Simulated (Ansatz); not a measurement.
System WSe2 (space group P6_3/mmc, No. 194); source of the atomic positions: the input geometry of an electronic-structure calculation (not necessarily at equilibrium).

```cif
data_structure
_symmetry_space_group_name_H-M 'P6_3/mmc'
_symmetry_Int_Tables_number 194
_cell_length_a 3.2997
_cell_length_b 3.2997
_cell_length_c 13.1485
_cell_angle_alpha 90.000
_cell_angle_beta 90.000
_cell_angle_gamma 120.000
_cell_volume 123.98
loop_
_atom_site_label
_atom_site_type_symbol
_atom_site_symmetry_multiplicity
_atom_site_Wyckoff_symbol
_atom_site_fract_x
_atom_site_fract_y
_atom_site_fract_z
_atom_site_occupancy
W1 W 2 c 0.66667 0.33333 0.75000 1
Se1 Se 4 f 0.33333 0.66667 0.87666 1
```

Bonds are taken as Se–W below 2.8 Å; no other contact counts. The graph is simplified in the usual way: terminal and isolated atoms are pruned, two-connected atoms become edges.

What net does this leave?

The result is a binodal (3,6)-connected, two-periodic (layers) net: Se is a 3-connected node; W is a 6-connected node, in the ratio 2:1. It is the net of the trigonal-prismatic layers of 2H-MoS2. The layers lie parallel to (001).

```
node  links  point symbol  coordination sequence
  Se      3            4³              3 13 9 24
   W      6        4³·6¹²              6 6 18 12
```

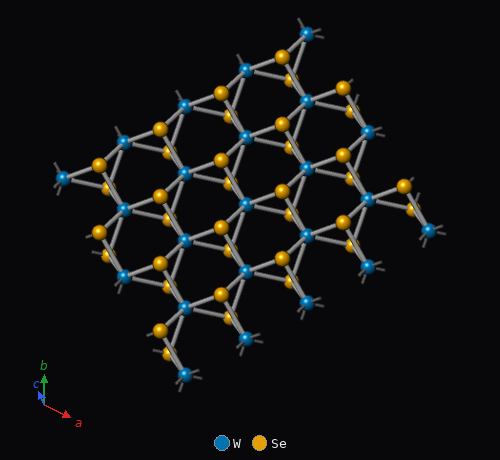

Nodes are coloured by topological kind. One layer is drawn. Short stubs are edges that leave the cut-out.
